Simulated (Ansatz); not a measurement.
# Zn3WS4: relaxing a made-up structure, part 2 of 2

This structure for Zn3WS4 is made up. Its elements were placed in a known structure type with a cell scaled to their sizes. What cell does the guess relax to, and how far off was it?

Ansatz 0.2.0; DFT, PBE, plane-wave PAW, files of the set soft_1, scalar-relativistic, no spin, cell and ions relaxed at zero pressure; PAW set soft_1 (the session's first sound run).

So far: The starting structure; Relaxation of the guess. The relaxed cell has a = 5.478 Å (conventional setting).

## 3. Bands of the relaxed cell

A second self-consistent run takes a narrower smearing and the mesh shown in its input; the bands follow along the standard path of the relaxed lattice.

This step: DFT, PBE, plane-wave PAW, files of the set soft_1, scalar-relativistic, no spin, bands and density of states at the relaxed cell; PAW set soft_1 (Ansatz 0.2.0).

input.yaml reads:

```yaml
crystal:
  lattice:
    - [5.4776023332, 0.0, 0.0]
    - [0.0, 5.4776023332, 0.0]
    - [0.0, 0.0, 5.4776023332]
  atoms:
    - { symbol: W, position: [0.0, 0.0, 0.0] }
    - { symbol: Zn, position: [0.0, 0.5, 0.5] }
    - { symbol: Zn, position: [0.5, 0.0, 0.5] }
    - { symbol: Zn, position: [0.5, 0.5, 0.0] }
    - { symbol: S, position: [0.2454839302, 0.2454839302, 0.2454839302] }
    - { symbol: S, position: [0.2454839302, 0.7545160698, 0.7545160698] }
    - { symbol: S, position: [0.7545160698, 0.2454839302, 0.7545160698] }
    - { symbol: S, position: [0.7545160698, 0.7545160698, 0.2454839302] }
kpoints:
  mp_grid: { grid: [6, 6, 6] }
  band_path:
    path:
      - [[0.0, 0.0, 0.0], [0.0, 0.5, 0.0], [0.5, 0.5, 0.0], [0.0, 0.0, 0.0], [0.5, 0.5, 0.5], [0.0, 0.5, 0.0]]
      - [[0.5, 0.5, 0.0], [0.5, 0.5, 0.5]]
    npoints: 13
scf:
  occupations: { method: fermi_dirac, width: 0.03 }
  n_extra_bands: 12
hamiltonian:
  xc: pbe
  pseudopotentials: { kind: paw, azcp: { folder: soft_1 } }
output:
  forces: true
  stress: true
  write_bands: true
  dos: { projected: true }
  write_density: true
  write_potential: true
  elf: true
  volumetric_format: npy
```

Started as:

```
$ ansatz run input.yaml --threads 4 --pin off --max-ram 10240MiB --backend cpu --events-out ev --progress --plain --runs-dir out
```

Numbers of over 12 decimals in the logs are rounded to 6 here.

What it wrote:

```text
[...]
Crystal: 8 atoms, lattice volume = 164.351 Å³
Basis set: ecut = 420 eV, 3191 PW (Γ), exchange–correlation on 80×80×80 points (8 copies of the dense FFT grid, shifted against one another)
Bands: 49, of which v1, the nominal top of the filled ones, is band 37 counted from 1 (36 counted from 0)
Symmetry: 24 space group operations
[...]
k-points: 20 of 216 (time reversal used)
[...]
SCF iter   1: F=—  HF=-23954.273827 eV  |F-HF|=—  |Δ(HF+E_count)|=         —  Δρ=5.47e-2  dr2=4.00e0  ethr=3.10e-3  ⟨swp⟩=8.0  Hψ=4879  notcnv=0  defer=5
[...]
SCF iter  10: F=-23953.407194 eV  HF=-23953.407194 eV  |F-HF|=5.81e-8  |Δ(HF+E_count)|=   5.87e-7  Δρ=4.26e-6  dr2=7.82e-8  ethr=1.35e-10  ⟨swp⟩=18.1  Hψ=8581  notcnv=0
SCF 1 converged in 10 iterations: F = -23953.407194 eV  dr2 = 7.82e-8
[...]
NSCF: frozen V_eff on 80 k-points
SCF converged after 10 iterations
Free energy (F): -23953.407194 eV
[...]
Internal energy: -23953.395109 eV  (E = F + TS)
E sigma→0 (E₀):  -23953.401151 eV
Entropy (-TS):   -0.012086 eV (-1.511 meV/atom)
Fermi energy:    8.661291 eV
[...]
--- Forces (eV/Å), atoms counted from 1 ---
  atom   1  W      0.00000000     0.00000000     0.00000000
  atom   2  Zn    -0.00000000    -0.00000000     0.00000000
  atom   3  Zn     0.00000000     0.00000000    -0.00000000
  atom   4  Zn     0.00000000     0.00000000     0.00000000
  atom   5  S     -0.01905079    -0.01905079    -0.01905079
  atom   6  S     -0.01905079     0.01905079     0.01905079
  atom   7  S      0.01905079    -0.01905079     0.01905079
  atom   8  S      0.01905079     0.01905079    -0.01905079
  max |Σ_I F_I| component: 2.78e-16 eV/Å
--- Stress (GPa, compression-positive) ---
       -0.010369       0.000000       0.000000
        0.000000      -0.010369      -0.000000
        0.000000      -0.000000      -0.010369
  P = ⅓ Tr σ = -0.0104 GPa (-0.104 kbar)
--- Band table (eV; the first three rows and the last of 20) ---
  k-point 0: bands = [... 33 lower, 5.1905, 5.1905, 7.4405, 7.4405, 8.3829, 9.0247, 9.0247, 9.0247, ... 8 higher]
  k-point 1: bands = [... 33 lower, 5.1591, 5.1591, 7.5176, 7.8138, 8.5066, 9.1091, 9.1091, 9.4000, ... 8 higher]
  k-point 2: bands = [... 33 lower, 5.1860, 5.1860, 7.6592, 8.5164, 8.8650, 9.1912, 9.1912, 10.2015, ... 8 higher]
  k-point 19: bands = [... 33 lower, 5.3941, 5.3941, 8.5506, 8.5506, 9.1757, 9.1757, 9.1757, 10.7296, ... 8 higher]
```

Wall time 19 s (4 threads of Arm Neoverse V1, shared host); peak memory 0.73 GiB.

The column dr2 measures how far the density is from self-consistency, as an energy; F and HF (Harris–Foulkes) agree once it is small.

Numbers from this step:

* free energy: -23953.4072 eV
* energy at zero smearing: -23953.4012 eV
* smearing term TS: 0.01209 eV
* Fermi energy: 8.661 eV
* pressure: -0.01037 GPa

From bands.tsv, the bands that come nearest the Fermi level along the path, at its corners, in eV from the Fermi level:

```
point  band 34  band 35  band 36  band 37  band 38  band 39  band 40  band 41
    Γ    -3.47    -3.47    -1.22    -1.22    -0.28     0.36     0.36     0.36
    X    -3.43    -3.43    -0.94     0.21     0.53     0.53     0.53     2.02
    M    -4.07    -3.18    -0.30    -0.19     0.37     1.14     1.14     2.40
    Γ    -3.47    -3.47    -1.22    -1.22    -0.28     0.36     0.36     0.36
    R    -3.27    -3.27    -0.11    -0.11     0.51     0.51     0.51     2.07
    X    -3.43    -3.43    -0.94     0.21     0.53     0.53     0.53     2.02
    M    -4.07    -3.18    -0.30    -0.19     0.37     1.14     1.14     2.40
    R    -3.27    -3.27    -0.11    -0.11     0.51     0.51     0.51     2.07
```

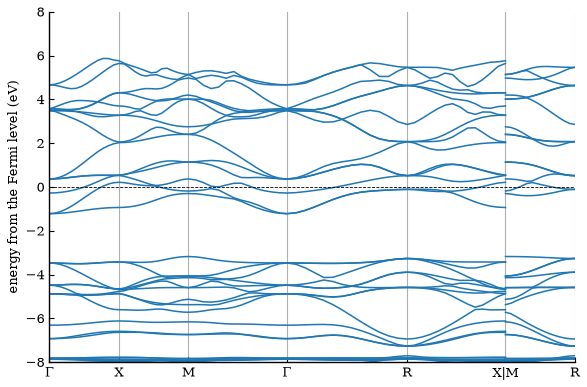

Bands along the path. 16 bands lie wholly below the window drawn.

Counts of states for the cell as run, both spins, by energy window (eV from the Fermi level):

```
from  to  total
  -8  -7  12.98
  -7  -6   6.13
  -6  -5   3.56
  -5  -4   9.28
  -4  -3   4.71
  -3  -2   0.00
  -2  -1   0.06
  -1   0   3.97
   0   1   5.20
   1   2   2.47
   2   3   3.09
   3   4   5.74
```

A further 33.3 states lie below the table's range.

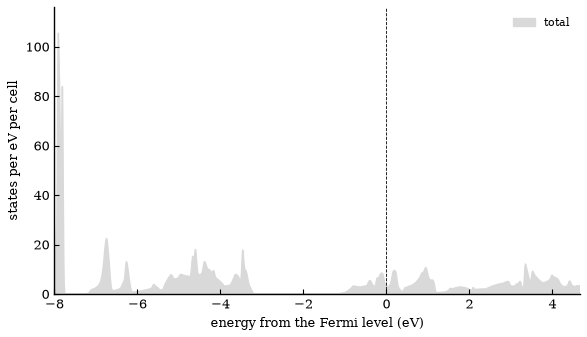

Total density of states, smoothed over about 0.04 eV.

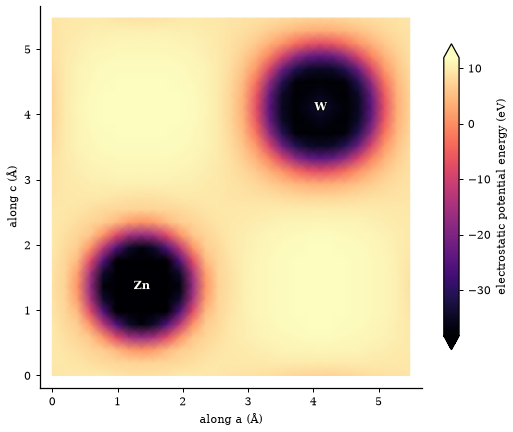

Electrostatic potential energy in the ac plane at fractional y = 0.000, with atoms of W and Zn within 0.2 Å of it. With pseudopotentials it is smooth inside the atoms' cores, unlike the true potential. The map starts off the cell's origin, so that atoms lie inside it.

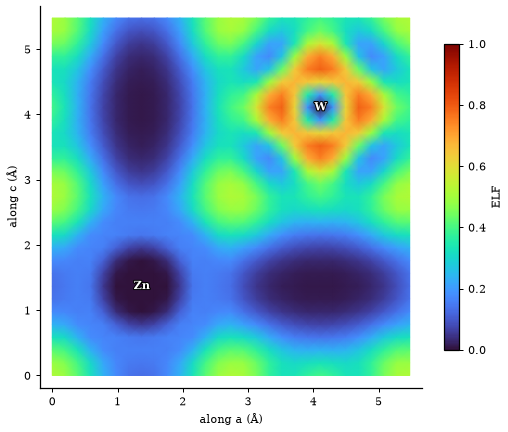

ELF in the ac plane at fractional y = 0.000, with atoms of W and Zn within 0.2 Å of it. It is the smooth field of the valence electrons, not physical close to the nuclei. The map starts off the cell's origin, so that atoms lie inside it.

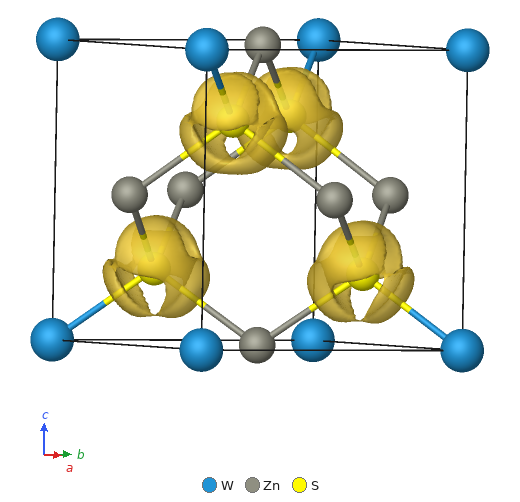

Surface of ELF = 0.82. Bonds to atoms that aren't drawn are left out.

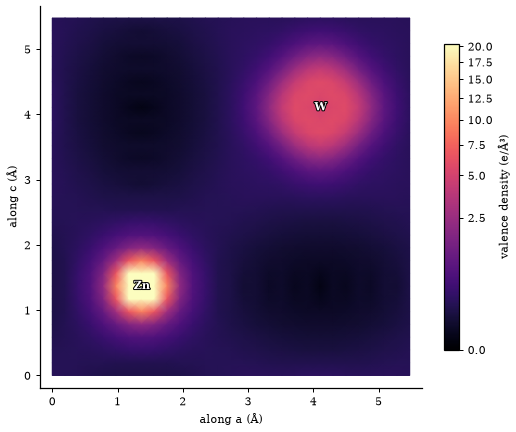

Valence density in the ac plane at fractional y = 0.000, with atoms of W and Zn within 0.2 Å of it. It is the smooth field of the valence electrons, not physical close to the nuclei. The map starts off the cell's origin, so that atoms lie inside it. The colour scale is stretched toward low values.

## 4. Summary of results

| Property | Result |
| --- | --- |
| space group, relaxed | P-43m |
| conventional cell | a = 5.478, b = 5.478, c = 5.478 Å; α = 90.0°, β = 90.0°, γ = 90.0° |
| volume per atom | 20.54 Å³ (guess 22.52) |

Zn3WS4 relaxes to P-43m with a = 5.478, b = 5.478 and c = 5.478 Å. The guessed volume was 10 % too large. The space group P-43m was held in the relaxation, so the end point is a stationary structure within it and may be a saddle against distortions or other arrangements. Bands cross the Fermi level, so it is a metal or semimetal at this level. Semilocal functionals can close a small real gap, so this isn't settled for compounds with anions. On the 6×6×6 mesh with the narrower smearing (relaxed on 5×5×5) the largest force component is 0.019 eV/Å and the largest stress component is 0.010 GPa, against the relaxation's thresholds of 0.015 eV/Å and 0.05 GPa. The cutoff wasn't tested. Spin-orbit coupling is left out, which can matter for elements this heavy. No dispersion term is used, so weakly bound directions may come out too long. The runs have no spin, and magnetism wasn't tested. Nothing here tests whether the compound is stable against decomposition.

[Logs are printed without paths, hosts, clocks, repeated set-up lines and the standing remarks that a program may print on its own settings, such as how far it seeks lower states.]

[Hosts, paths, dates, database ids (printed as entryN), source tags and the programs' standing remarks are cut or masked in the printed files.]
